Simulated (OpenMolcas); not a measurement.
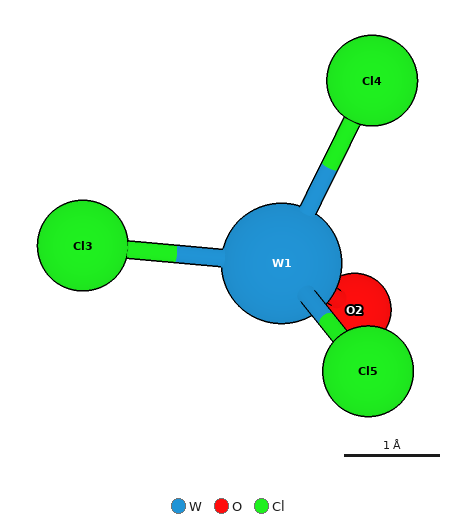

Figure 1. The structure as given in the input (ball-and-stick view, seen at a tilt; atoms are numbered from 1 in the order of the input). Sticks mark near contacts.

**Single-point calculation of WCl3O (part 1 of 3)**

WCl3O, multiplicity 4, SMILES [O]=[W]([Cl])([Cl])[Cl], computed with NEVPT2/ANO-R1, sfX2C (OpenMolcas 26.06).

The geometry is that of the parent species in another charge or spin state. The geometry comes from this level: GFN2-xTB.

## What the program printed
```
--- Start Module: gateway ---

                                              &GATEWAY

                       available to each process: 1.9 GB of memory, 1 thread

++    Symmetry information:
      ---------------------

                    Character Table for C1

                             E
                    a        1  x, y, xy, Rz, z, xz, Ry, yz, Rx, I
--

++    Basis set information:
      ----------------------

      Basis set label: W.ANO-R...7S5P4D2F.

      Electronic valence basis set:
      ------------------
      Associated Effective Charge  74.000000 au
      Associated Actual Charge     74.000000 au
      Nuclear Model: Finite nucleus - Gaussian distribution
        Gaussian exponent, Xi/bohr**(-2):  1.48137E+08

      Shell  nPrim  nBasis  Cartesian Spherical Contaminant
         s      25       7        X
         p      20       5        X
         d      15       4                 X
         f      10       2                 X

      Basis set label: O.ANO-R...3S2P1D.

      Electronic valence basis set:
      ------------------
      Associated Effective Charge   8.000000 au
      Associated Actual Charge      8.000000 au
      Nuclear Model: Finite nucleus - Gaussian distribution
        Gaussian exponent, Xi/bohr**(-2):  5.86314E+08

      Shell  nPrim  nBasis  Cartesian Spherical Contaminant
         s      13       3        X
         p       8       2        X
         d       4       1                 X

      Basis set label: CL.ANO-R...4S3P1D.

      Electronic valence basis set:
      ------------------
      Associated Effective Charge  17.000000 au
      Associated Actual Charge     17.000000 au
      Nuclear Model: Finite nucleus - Gaussian distribution
        Gaussian exponent, Xi/bohr**(-2):  3.84638E+08

      Shell  nPrim  nBasis  Cartesian Spherical Contaminant
         s      17       4        X
         p      11       3        X
         d       7       1                 X
--

++    Molecular structure info:
      -------------------------

                    ************************************************
                    **** Cartesian Coordinates / bohr, angstrom ****
                    ************************************************

     Center  Label                x              y              z                     x              y              z
        1      W1               0.000000       0.000000       0.000000              0.000000       0.000000       0.000000
        2      O2               0.000000       0.000000       3.158067              0.000000       0.000000       1.671177
        3      CL3              3.076329       0.000000      -2.656986              1.627923       0.000000      -1.406016
        4      CL4             -2.656255       3.057546      -1.297867             -1.405630       1.617984      -0.686801
        5      CL5             -2.660570      -3.052469      -1.301425             -1.407913      -1.615297      -0.688685

                    ***************************************
                    *    InterNuclear Distances / bohr    *
                    ***************************************

               1 W1            2 O2            3 CL3           4 CL4           5 CL5
    1 W1       0.000000
    2 O2       3.158067        0.000000
    3 CL3      4.064895        6.578650        0.000000
    4 CL4      4.253086        6.021596        6.637644        0.000000
    5 CL5      4.253224        6.023560        6.638308        6.110018        0.000000

                    *******************************************
                    *    InterNuclear Distances / angstrom    *
                    *******************************************

               1 W1            2 O2            3 CL3           4 CL4           5 CL5
    1 W1       0.000000
    2 O2       1.671177        0.000000
    3 CL3      2.151050        3.481272        0.000000
    4 CL4      2.250636        3.186492        3.512490        0.000000
    5 CL5      2.250709        3.187531        3.512841        3.233282        0.000000
--

            Nuclear Potential Energy           1288.70684166 au

--- Stop Module: gateway /rc=_RC_ALL_IS_WELL_ ---
--- Module gateway spent 17 seconds ---

--- Start Module: seward ---

                                              &SEWARD

                       available to each process: 1.9 GB of memory, 1 thread

               SEWARD will generate:
                  Multipole Moment integrals up to order  2
                  Kinetic Energy integrals
                  Nuclear Attraction integrals (finite nuclei - Gaussian type)
                  One-Electron Hamiltonian integrals
                  Velocity integrals
                  Relativistic X2C integrals
                  Orbital angular momentum around ( -0.2570   0.0006  -0.4372 )
                  Velocity quadrupole around ( -0.2570   0.0006  -0.4372 )
                  RI decomposed two-electron repulsion integrals stored Cholesky style
                   - acCD auxiliary basis
                   - CD Threshold:   1.00E-04

                   Integrals are discarded if absolute value <: 1.00E-14
                   Integral cutoff threshold is set to       <: 1.00E-16

            Nuclear Potential Energy           1288.70684166 au

      Basis set specifications :
      Symmetry species         a
      Basis functions          124

--- Stop Module: seward /rc=_RC_ALL_IS_WELL_ ---
--- Module seward spent 9 seconds ---

--- Start Module: rasscf ---

                                              &RASSCF

                       available to each process: 1.9 GB of memory, 1 thread

      Header of the ONEINT file:
      --------------------------

      OrdInt status: non-squared

      Cartesian coordinates in angstrom:
      -----------------------------------------------------
      No.  Label        X            Y            Z
      -----------------------------------------------------
       1   W1         0.00000000   0.00000000   0.00000000
       2   O2         0.00000000   0.00000000   1.67117700
       3   CL3        1.62792325   0.00000000  -1.40601636
       4   CL4       -1.40562978   1.61798364  -0.68680146
       5   CL5       -1.40791311  -1.61529727  -0.68868455
      -----------------------------------------------------
      Nuclear repulsion energy = 1288.70684166

++    Wave function specifications:
      -----------------------------

      Number of closed shell electrons         126
      Number of electrons in active shells       7
      Max number of holes in RAS1 space          0
      Max nr of electrons in RAS3 space          0
      Number of inactive orbitals               63
      Number of active orbitals                  8
      Number of secondary orbitals              53
      Spin quantum number                      1.5
      State symmetry                             1
--

++    Orbital specifications:
      -----------------------

      Symmetry species                           1
                                                 a
      Frozen orbitals                            0
      Inactive orbitals                         63
      Active orbitals                            8
      RAS1 orbitals                              0
      RAS2 orbitals                              8
      RAS3 orbitals                              0
      Secondary orbitals                        53
      Deleted orbitals                           0
      Number of basis functions                124
--

++    CI expansion specifications:
      ----------------------------

      Number of CSFs                          1344
      Number of determinants                  1568
      Number of root(s) required                 1
      Root chosen for geometry opt.              1
      CI root used                               1

      highest root included in the CI            1
      max. size of the explicit Hamiltonian    200
--

++    Optimization specifications:
      ----------------------------

      RASSCF algorithm: LK RI/DF
      Maximum number of macro iterations       200
      Maximum number of SX iterations          100
      Threshold for RASSCF energy            1.000E-08
      Threshold for max MO rotation          1.000E-01
      Threshold for max BLB element          1.000E-04
      Level shift parameter                  5.000E-01
      Make Quasi-Newton update
--

      The MO-coefficients are taken from the file:
      step2.RasOrb
      Title: RASSCF average (pseudo-natural) orbitals

      Total molecular charge    0.00

      ************************************************************************************************************************
      *                                            Wave function control section                                             *
      ************************************************************************************************************************

                                         RASSCF iterations: Energy and convergence statistics
                                         ----------------------------------------------------

          iter iter root      energy       change     param      element    value   shift minimum  type update hh:mm:ss
 Nr of preliminary CI iterations:   7
      Total energies have been shifted. Add               -17000.00 au
        1   1   34    1  -596.25242439    0.00E+00   1.09E-01*  43  65 1  6.38E-02*  0.51   0.00    SX    NO    0:00:01
        2   5   48    1  -596.28240932   -3.00E-02*  7.32E-02   43  65 1  1.71E-02*  0.49   0.00    SX    NO    0:00:00
        3   4   31    1  -596.29315175   -1.07E-02*  4.65E-02   59  65 1  8.89E-03*  0.48   0.00    SX    NO    0:00:00
        4   5   42    1  -596.29927453   -6.12E-03*  3.03E-02   66  76 1 -6.44E-03*  0.47   0.00    SX    NO    0:00:00
        5   5   24    1  -596.30341504   -4.14E-03*  6.84E-02   66  76 1 -6.41E-03*  0.47   2.50    QN   YES    0:00:00
        6   5   21    1  -596.31153120   -8.12E-03*  4.25E-02   66 119 1  4.88E-03*  0.46   1.94    LS   YES    0:00:00
        7   4   22    1  -596.31390533   -2.37E-03* -3.18E-02   66 119 1  6.53E-03*  0.45   1.60    QN   YES    0:00:00
        8   4   20    1  -596.31562476   -1.72E-03*  4.55E-02   64 108 1 -5.04E-03*  0.44   2.24    QN   YES    0:00:00
        9   5   20    1  -596.31742264   -1.80E-03*  3.31E-02   59  68 1 -4.07E-03*  0.44   1.92    LS   YES    0:00:00
       10   4   20    1  -596.31798615   -5.64E-04* -2.23E-02   66  76 1  6.46E-03*  0.43   1.38    QN   YES    0:00:00
       11   4   20    1  -596.31874878   -7.63E-04* -2.67E-02   66 119 1 -5.63E-03*  0.43   2.40    LS   YES    0:00:00
       12   4   19    1  -596.31919541   -4.47E-04*  1.68E-02   66 119 1 -6.82E-03*  0.43   1.36    QN   YES    0:00:00
       13   4   18    1  -596.31968330   -4.88E-04*  1.66E-02   66 119 1 -4.03E-03*  0.43   1.76    QN   YES    0:00:00
       14   4   18    1  -596.31998435   -3.01E-04*  1.31E-02   64 108 1  2.44E-03*  0.43   1.47    QN   YES    0:00:00
       15   4   18    1  -596.32011302   -1.29E-04* -1.32E-02   66 119 1  1.95E-03*  0.43   1.70    QN   YES    0:00:00
       16   4   16    1  -596.32020118   -8.82E-05* -9.47E-03   66 119 1  1.96E-03*  0.43   1.61    QN   YES    0:00:00
       17   4   17    1  -596.32024907   -4.79E-05*  5.12E-03   66 119 1  1.07E-03*  0.43   1.62    QN   YES    0:00:00
       18   4   16    1  -596.32027288   -2.38E-05* -1.89E-03   64 108 1 -5.35E-04*  0.43   1.50    QN   YES    0:00:00
       19   4   16    1  -596.32028292   -1.00E-05* -1.03E-03   66 119 1 -2.85E-04*  0.43   1.47    QN   YES    0:00:00
       20   4   15    1  -596.32028727   -4.35E-06* -1.06E-03   66 119 1 -2.69E-04*  0.43   1.50    QN   YES    0:00:00
       21   4   14    1  -596.32028943   -2.16E-06* -1.01E-03   62  70 1 -1.63E-04*  0.43   1.59    QN   YES    0:00:00
       22   4   14    1  -596.32029067   -1.24E-06* -8.52E-04   62  70 1 -1.00E-04*  0.43   1.58    QN   YES    0:00:00
       23   4   13    1  -596.32029133   -6.53E-07* -6.45E-04   62  74 1 -9.04E-05   0.43   1.58    QN   YES    0:00:00
       24   4   12    1  -596.32029167   -3.39E-07* -4.65E-04   67 111 1  6.41E-05   0.43   1.63    QN   YES    0:00:00
       25   4   12    1  -596.32029186   -1.95E-07*  3.22E-04   62  70 1  4.82E-05   0.43   1.63    QN   YES    0:00:00
       26   4   12    1  -596.32029198   -1.15E-07*  2.64E-04   51  69 1 -3.39E-05   0.43   1.56    QN   YES    0:00:00
       27   4   11    1  -596.32029204   -6.08E-08*  2.11E-04   62  74 1  3.19E-05   0.43   1.52    QN   YES    0:00:00
       28   3   11    1  -596.32029207   -3.09E-08*  1.86E-04   64 112 1  1.71E-05   0.43   1.54    QN   YES    0:00:00
       29   1   11    1  -596.32029208   -1.66E-08*  1.84E-04   67 112 1  1.53E-05   0.43   1.48    QN   YES    0:00:00
       30   3   10    1  -596.32029210   -1.17E-08*  1.46E-04   62  74 1 -1.52E-05   0.43   1.20    QN   YES    0:00:00
       31   3   10    1  -596.32029211   -9.05E-09  -2.31E-04   62  74 1 -1.52E-05   0.43   2.08    QN   YES    0:00:00
      Convergence after 31 iterations
       32   3   10    1  -596.32029212   -9.68E-09  -2.31E-04   64 112 1 -1.04E-05   0.43   2.08    QN   YES    0:00:00

      ************************************************************************************************************************
                                                      Wave function printout:
                       occupation of active orbitals, and spin coupling of open shells (u,d: Spin up or down)
      ************************************************************************************************************************

      Note: transformation to natural orbitals
      has been made, which may change the order of the CSFs.

      printout of CI-coefficients larger than  0.05 for root  1
      energy=  -17596.320292
      conf/sym  11111111     Coeff  Weight
             7  2u2u00u0  -0.98513 0.97047
           366  2u0u02u0  -0.06692 0.00448
           413  20uuudu0   0.05047 0.00255
           501  uudu0uud   0.05061 0.00256
           524  u02uu0ud  -0.05333 0.00284
           552  0u2u00u2  -0.07350 0.00540

      Natural orbitals and occupation numbers for root  1
      sym 1:   1.973368   0.992170   1.976792   1.000446   0.008163   0.022984   1.000170   0.025907
```
